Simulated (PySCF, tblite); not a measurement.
# GeH₃F: bond homolysis, part 1 of 2

Wanted: bond homolysis for GeH₃F (`[F][GeH3]`).

Computed with tblite 0.8.0 and PySCF 2.14.0 and routines of our own; the level stands in each step. Atoms count from 0.

## (1) The system as given

5 atoms, charge 0, multiplicity 1; geometry from: start built from the parent or by distance geometry.

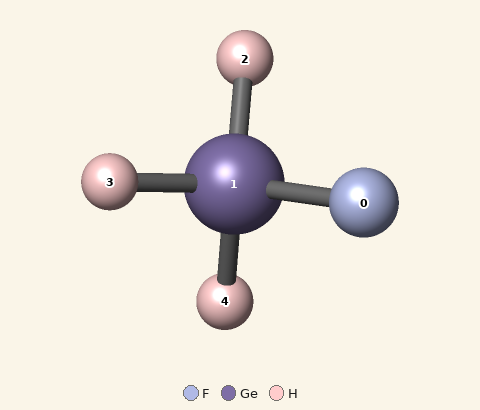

The starting geometry (fluorine light blue, germanium purple, hydrogen pink).

## (2) Optimising the geometry with GFN2-xTB

Job settings and geometry (Å):

```
{"job": {"kind": "relax", "xc": "GFN2-xTB", "basis": "xTB"}, "charge": 0, "multiplicity": 1}
F      1.684300    -0.396700     0.149600
Ge    -0.039100     0.023900    -0.050200
H     -0.177000     1.377900    -0.723600
H     -0.667500     0.122100     1.370000
H     -0.783400    -1.121600    -0.780200
```

Run with:

```bash
$ OMP_NUM_THREADS=1 python redox_run.py task.json out
```

This one command runs all jobs of the session in turn.

What it wrote:

```text
step      E/eV     max force
  0    -223.60027    0.824
  1    -223.63242    0.768
  2    -223.70455    0.844
  3    -223.71921    0.452
  4    -223.73335    0.213
  5    -223.73868    0.314
  6    -223.74443    0.291
  7    -223.74852    0.135
  8    -223.74945    0.047
  9    -223.74956    0.013
 10    -223.74957    0.011
 11    -223.74958    0.011
 12    -223.74960    0.013
 13    -223.74962    0.017
 14    -223.74963    0.012
 15    -223.74964    0.004
```

Wall time 0.04 s (1 thread of Arm Neoverse V1, shared host).

Relaxation path:

| step | energy from step 0 (eV) | largest force (eV/Å) |
| --- | --- | --- |
| 0 | 0.0000 | 0.8241 |
| 1 | -0.0322 | 0.7679 |
| 2 | -0.1043 | 0.8438 |
| 3 | -0.1189 | 0.4516 |
| 4 | -0.1331 | 0.2133 |
| 5 | -0.1384 | 0.3144 |
| 6 | -0.1442 | 0.2915 |
| 7 | -0.1483 | 0.1348 |
| 8 | -0.1492 | 0.0471 |
| 9 | -0.1493 | 0.0132 |
| 10 | -0.1493 | 0.0114 |
| 11 | -0.1493 | 0.0110 |
| 12 | -0.1493 | 0.0127 |
| 13 | -0.1493 | 0.0173 |
| 14 | -0.1494 | 0.0122 |
| 15 | -0.1494 | 0.0045 |

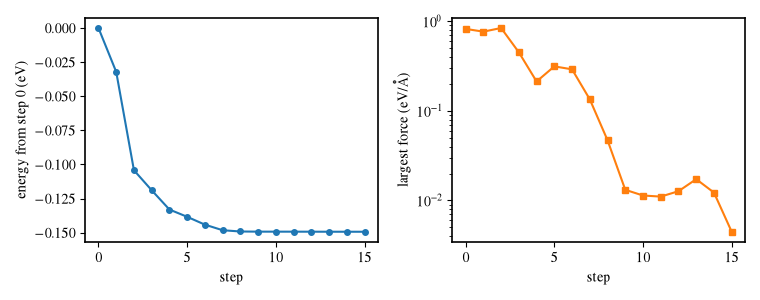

Energy and force, step by step.

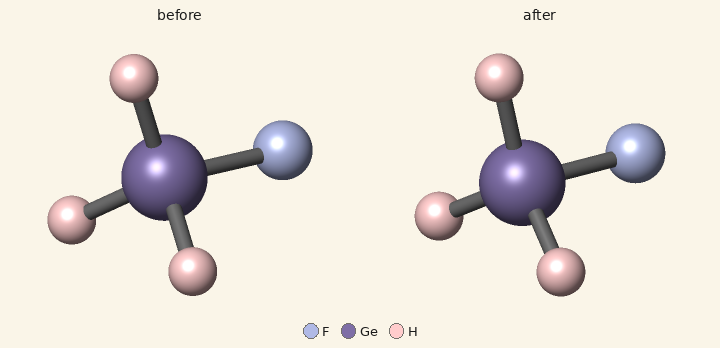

Before and after, at one scale.

Close pairs (by a distance rule), those that changed most:

| bond | before (Å) | after (Å) | change (Å) |
| --- | --- | --- | --- |
| Ge1–H3 | 1.556 | 1.493 | -0.063 |
| Ge1–H4 | 1.549 | 1.493 | -0.056 |
| F0–Ge1 | 1.785 | 1.735 | -0.051 |
| Ge1–H2 | 1.518 | 1.493 | -0.025 |

The final coordinates are the input of the step that follows.

## (3) Infrared spectrum with GFN2-xTB

Job settings and geometry (Å):

```
{"job": {"kind": "ir", "xc": "GFN2-xTB", "basis": "xTB"}, "charge": 0, "multiplicity": 1}
F      1.549388    -0.369316     0.129675
Ge    -0.131228     0.033587    -0.018942
H     -0.112323     1.339018    -0.743652
H     -0.595377     0.110636     1.398288
H     -0.693216    -1.108219    -0.799740
```

What it wrote:

```text
mode    cm-1     km/mol
  1     498.6    149.53
  2     560.1     80.10
  3     560.3     80.37
  4     729.2    138.29
  5     783.3    195.50
  6     783.8    195.71
  7    1980.5     29.12
  8    2069.8    469.36
  9    2070.7    469.44
ZPE 60.030  H(298)-E 72.207  G(298)-E -3.993 kJ/mol  S 255.58 J/(mol K)
```

Wall time 0.07 s (1 thread of Arm Neoverse V1, shared host).

Which atoms move in the most intense modes:

| cm⁻¹ | km/mol | atoms |
| --- | --- | --- |
| 499 | 149.5 | F0 78 %, Ge1 22 % |
| 560 | 80.1 | H4 52 %, H2 33 % |
| 560 | 80.4 | H3 55 %, H2 28 % |
| 729 | 138.3 | H3 32 %, H2 32 %, H4 32 % |
| 783 | 195.5 | H2 57 %, H4 34 % |
| 784 | 195.7 | H3 58 %, H4 31 % |
| 2070 | 469.4 | H3 56 %, H2 41 % |
| 2071 | 469.4 | H4 65 %, H2 24 % |

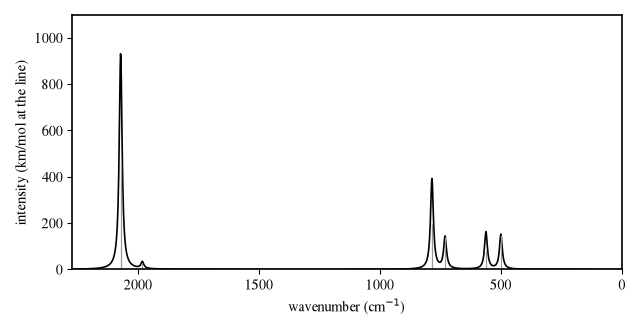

The infrared spectrum from these modes, unscaled. Lines are broadened to a width of 14 cm⁻¹ (Lorentzian).

## (4) Geometry optimisation at PBE0-D3(BJ)/def2-SVP

Job settings and geometry (Å):

```
{"job": {"xc": "PBE0", "basis": "def2-SVP", "d3": "d3bj", "grid": 1, "kind": "geom"}, "charge": 0, "multiplicity": 1}
F      1.549388    -0.369316     0.129675
Ge    -0.131228     0.033587    -0.018942
H     -0.112323     1.339018    -0.743652
H     -0.595377     0.110636     1.398288
H     -0.693216    -1.108219    -0.799740
```

What it wrote:

```text
step   0  E = -2177.96133203  max force = 0.014713
step   1  E = -2177.96402135  max force = 0.008125
step   2  E = -2177.96437767  max force = 0.005029
step   3  E = -2177.96440066  max force = 0.002703
step   4  E = -2177.96441481  max force = 0.000139
optimisation converged
```

Run time: 5.1 s. Hardware: 1 thread of Arm Neoverse V1, shared host.

Relaxation path:

| step | energy from step 0 (eV) | largest force component (eV/Å) |
| --- | --- | --- |
| 0 | 0.0000 | 0.7566 |
| 1 | -0.0732 | 0.4178 |
| 2 | -0.0829 | 0.2586 |
| 3 | -0.0835 | 0.1390 |
| 4 | -0.0839 | 0.0071 |

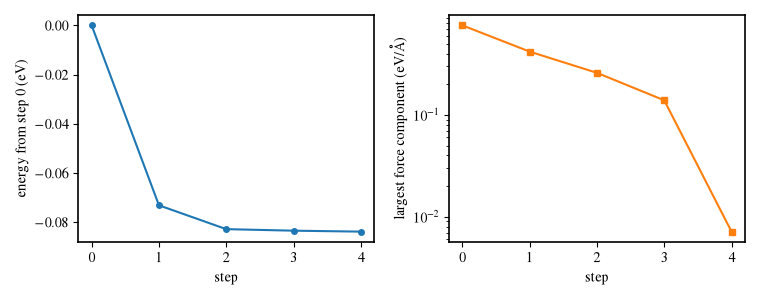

Energy and force, step by step.

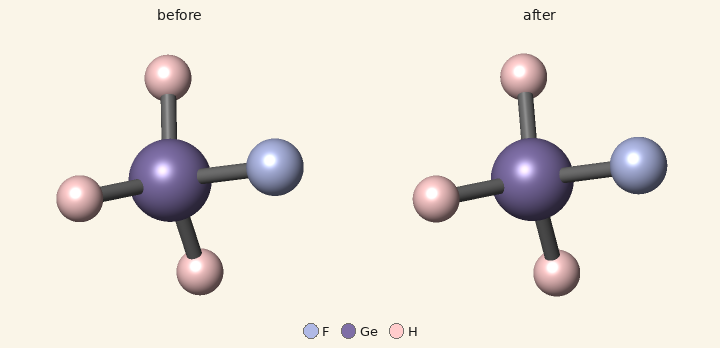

The geometry before (left) and after (right).

Close pairs (by a distance rule), those that changed most:

| bond | before (Å) | after (Å) | change (Å) |
| --- | --- | --- | --- |
| Ge1–H4 | 1.493 | 1.536 | +0.043 |
| Ge1–H2 | 1.493 | 1.536 | +0.042 |
| Ge1–H3 | 1.493 | 1.536 | +0.042 |
| F0–Ge1 | 1.735 | 1.744 | +0.009 |

The end geometry stands in the next job.

| at the end point | value |
| --- | --- |
| point group (found at 0.08 Å tolerance) | C3v |
| rotational constants (GHz, main isotopes) | 77.198, 9.889, 9.889 |
| dipole moment (D) | 2.11 |

## (5) Harmonic vibrations (GeH3F): PBE0-D3(BJ)/def2-SVP

Job settings and geometry (Å):

```
{"job": {"xc": "PBE0", "basis": "def2-SVP", "d3": "d3bj", "grid": 2, "kind": "hessian"}, "charge": 0, "multiplicity": 1}
F      1.615983    -0.375834     0.116612
Ge    -0.077400     0.021478    -0.011967
H     -0.157253     1.366508    -0.748767
H     -0.618771     0.113409     1.422150
H     -0.735893    -1.115257    -0.807227
```

What it wrote:

```text
coarse grid: 20136 points
cycle   1  E = -2177.8915344133  dE = -6.650e-01  |g| = 6.761e-01  |ddm| = 1.981e+00
cycle   2  E = -2177.7410093062  dE =  1.505e-01  |g| = 1.176e+00  |ddm| = 1.408e+00
cycle   3  E = -2177.9634196017  dE = -2.224e-01  |g| = 8.641e-02  |ddm| = 9.544e-01
cycle   4  E = -2177.9643277263  dE = -9.081e-04  |g| = 2.822e-02  |ddm| = 7.155e-02
cycle   5  E = -2177.9644140530  dE = -8.633e-05  |g| = 1.808e-03  |ddm| = 1.497e-02
cycle   6  E = -2177.9644147880  dE = -7.350e-07  |g| = 2.461e-04  |ddm| = 2.189e-03
final grid: 40760 points
cycle   7  E = -2177.9643576507  dE = -2.279e-08  |g| = 1.848e-04  |ddm| = 5.839e-04
cycle   8  E = -2177.9643576498  dE =  9.654e-10  |g| = 2.277e-04  |ddm| = 3.601e-04
cycle   9  E = -2177.9643576575  dE = -7.727e-09  |g| = 3.337e-05  |ddm| = 1.749e-04
cycle  10  E = -2177.9643576577  dE = -2.115e-10  |g| = 9.886e-06  |ddm| = 3.533e-05
cycle  11  E = -2177.9643576577  dE = -6.821e-12  |g| = 4.867e-07  |ddm| = 5.855e-06
converged SCF energy = -2177.9643576577

mode    cm-1
  1     648.6
  2     649.1
  3     714.9
  4     867.3
  5     867.5
  6     895.4
  7    2180.8
  8    2188.8
  9    2188.9
ZPE 66.998  H(298)-E 78.370  G(298)-E 3.252 kJ/mol  S 251.95 J/(mol K)
```

Run time: 16 s. Hardware: 1 thread of Arm Neoverse V1, shared host; peak memory 0.83 GiB.

Zero-point energy 67.00 kJ/mol (xTB gave 60.03).

## (6) Single point (GeH₃F): M06-2X/def2-TZVP

Geometry: PBE0-D3(BJ)/def2-SVP.

Job settings and geometry (Å):

```
{"job": {"kind": "sp", "xc": "M06-2X", "basis": "def2-TZVP", "grid": 3}, "charge": 0, "multiplicity": 1}
F      1.615983    -0.375834     0.116612
Ge    -0.077400     0.021478    -0.011967
H     -0.157253     1.366508    -0.748767
H     -0.618771     0.113409     1.422150
H     -0.735893    -1.115257    -0.807227
```

What it wrote:

```text
coarse grid: 20136 points
cycle   1  E = -2178.6176985188  dE = -7.344e-01  |g| = 6.546e-01  |ddm| = 1.579e+00
cycle   2  E = -2178.5890602718  dE =  2.864e-02  |g| = 8.539e-01  |ddm| = 6.393e-01
cycle   3  E = -2178.6798362734  dE = -9.078e-02  |g| = 6.114e-02  |ddm| = 3.462e-01
cycle   4  E = -2178.6801759939  dE = -3.397e-04  |g| = 2.667e-02  |ddm| = 3.800e-02
cycle   5  E = -2178.6802542390  dE = -7.825e-05  |g| = 3.077e-03  |ddm| = 1.366e-02
cycle   6  E = -2178.6802561300  dE = -1.891e-06  |g| = 4.001e-04  |ddm| = 2.899e-03
final grid: 64328 points
cycle   7  E = -2178.6805333065  dE = -2.944e-06  |g| = 1.839e-03  |ddm| = 4.456e-03
cycle   8  E = -2178.6805332123  dE =  9.421e-08  |g| = 2.049e-03  |ddm| = 1.425e-03
cycle   9  E = -2178.6805337221  dE = -5.098e-07  |g| = 1.658e-04  |ddm| = 8.008e-04
cycle  10  E = -2178.6805337255  dE = -3.403e-09  |g| = 8.322e-05  |ddm| = 9.341e-05
converged SCF energy = -2178.6805337255
```

Run time: 2.8 s. Hardware: 1 thread of Arm Neoverse V1, shared host.

## (7) Relaxing the molecule with GFN2-xTB

This step treats GeH2F radical, labelled `[F][GeH2]` (the label fixes atoms and charge, not where charge and spin sit).

Job settings and geometry (Å):

```
{"job": {"kind": "relax", "xc": "GFN2-xTB", "basis": "xTB"}, "charge": 0, "multiplicity": 2}
F      1.632200    -0.382000     0.111300
Ge    -0.088100     0.030100    -0.035000
H     -0.601300     0.105800     1.425300
H     -0.738400    -1.100600    -0.827800
```

What it wrote:

```text
step      E/eV     max force
  0    -208.75849    1.533
  1    -208.80098    1.243
  2    -208.89014    0.316
  3    -208.89513    0.303
  4    -208.90017    0.243
  5    -208.90628    0.216
  6    -208.91173    0.275
  7    -208.91518    0.259
  8    -208.91729    0.179
  9    -208.91830    0.078
 10    -208.91862    0.044
 11    -208.91872    0.039
 12    -208.91883    0.037
 13    -208.91900    0.043
 14    -208.91916    0.042
 15    -208.91925    0.029
 16    -208.91928    0.016
 17    -208.91929    0.008
```

Wall time 0.04 s (1 thread of Arm Neoverse V1, shared host).

Step by step:

| step | energy from step 0 (eV) | largest force (eV/Å) |
| --- | --- | --- |
| 0 | 0.0000 | 1.5327 |
| 1 | -0.0425 | 1.2435 |
| 2 | -0.1317 | 0.3156 |
| 3 | -0.1366 | 0.3031 |
| 4 | -0.1417 | 0.2427 |
| 5 | -0.1478 | 0.2163 |
| 6 | -0.1532 | 0.2754 |
| 7 | -0.1567 | 0.2590 |
| 8 | -0.1588 | 0.1788 |
| 9 | -0.1598 | 0.0781 |
| 10 | -0.1601 | 0.0444 |
| 11 | -0.1602 | 0.0389 |
| 12 | -0.1603 | 0.0370 |
| 13 | -0.1605 | 0.0430 |
| 14 | -0.1607 | 0.0424 |
| 15 | -0.1608 | 0.0289 |
| 16 | -0.1608 | 0.0164 |
| 17 | -0.1608 | 0.0084 |

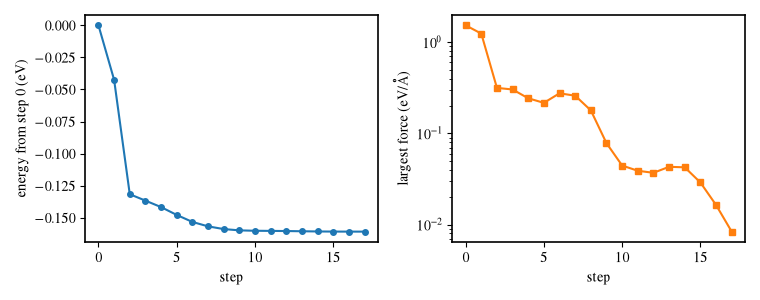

Energy and largest force along the relaxation.

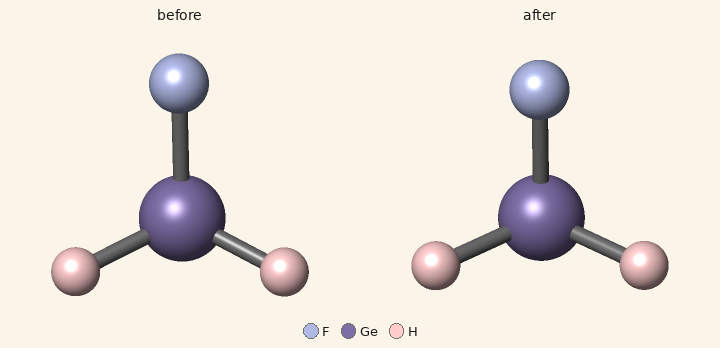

The geometry before (left) and after (right).

Distances of close pairs at the start and the end, largest changes first:

| bond | before (Å) | after (Å) | change (Å) |
| --- | --- | --- | --- |
| Ge1–H3 | 1.526 | 1.597 | +0.071 |
| Ge1–H2 | 1.550 | 1.597 | +0.047 |
| F0–Ge1 | 1.775 | 1.784 | +0.009 |

The next job starts from the end point, and lists it.

(Continued in part 2 of 2.)
